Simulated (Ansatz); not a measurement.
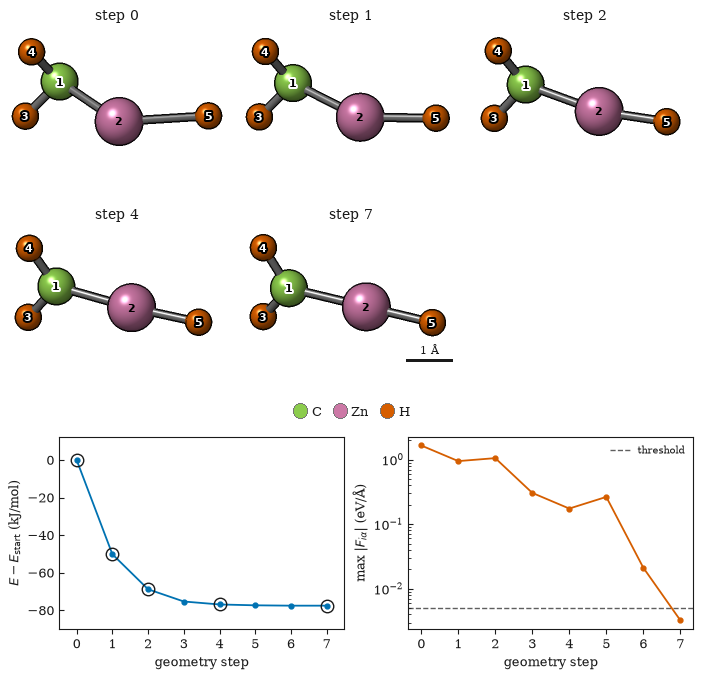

Frames of a relaxation of CH3Zn (charge −1), marked on the history of the run. A ball-and-stick model, seen at a tilt.

Level of theory: RKS PBE0-D4/def2-TZVPD in Ansatz 0.2.0.

The input:
```yaml
crystal:
  periodic: [false, false, false]
  atoms:
    - {symbol: C, position_ang: [-0.540570, -0.728490, -0.179270]}
    - {symbol: Zn, position_ang: [0.712970, 0.710320, 0.241630]}
    - {symbol: H, position_ang: [-0.137560, -1.687980, 0.224130]}
    - {symbol: H, position_ang: [-1.428300, -0.554470, 0.478540]}
    - {symbol: H, position_ang: [1.393450, 2.260620, -0.765040]}
basis:
  gaussian: {orbitals: def2-TZVPD}
total_charge: -1
hamiltonian: {xc: pbe0, dispersion: d4}
relax: {f_tol: 0.005, max_steps: 200}
```

Launched with:
```bash
ansatz run in.yaml --threads 2 --pin off --events-out ev --progress --plain --max-ram 4352MiB
```

### Describe the path.

The largest move after the best rigid fit is that of Zn2, 0.49 Å. Largest moves by element: Zn 0.49 Å, C 0.36 Å, H 0.29 Å. Some distances before and after: Zn2–H5 1.970 → 1.573 Å, C1–Zn2 1.954 → 1.844 Å, C1–H3 1.116 → 1.092 Å. Bond angles that change, for instance: Zn2–C1–H4 105.5° → 123.9°, Zn2–C1–H3 108.9° → 123.9°, H3–C1–H4 102.0° → 112.3°. After 7 geometry steps the energy has fallen by 77.5 kJ/mol. Largest force component: 1.7 eV/Å at the start, 0.0033 eV/Å at the end. From step 0 to 1: Zn2 moves most (0.20 Å), energy −50.1 kJ/mol. From step 1 to 2: Zn2 moves most (0.19 Å), energy −18.6 kJ/mol. From step 2 to 4: C1 moves most (0.14 Å), energy −8.08 kJ/mol. From step 4 to 7: C1 moves most (0.09 Å), energy −0.65 kJ/mol.
